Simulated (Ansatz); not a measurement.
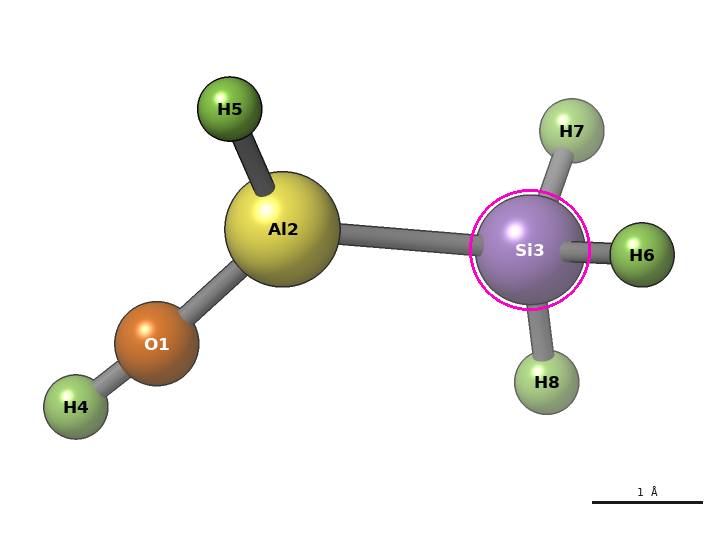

Figure made from data computed with Ansatz.

Orthographic view. Atoms fade into the background with distance from the viewer. Geometry: atoms displaced at random (about 0.03 Å) from a stationary point of GFN2-xTB.

> Which atoms are bonded to the circled atom?

The circled atom is Si3; it is bonded to Al2, H6, H7, H8.

> What is the shortest path along bonds from the circled atom to H4?

Si3–Al2–O1–H4, 3 bonds; through space the two are 4.40 Å apart.

> Which atom is nearest the viewer?

H5, 1.6 Å in front of the mean position.

> Of Si3 and H6, which is nearer the viewer?

H6; the bond to Si3 points away from the viewer, so it looks shorter than its 1.50 Å.
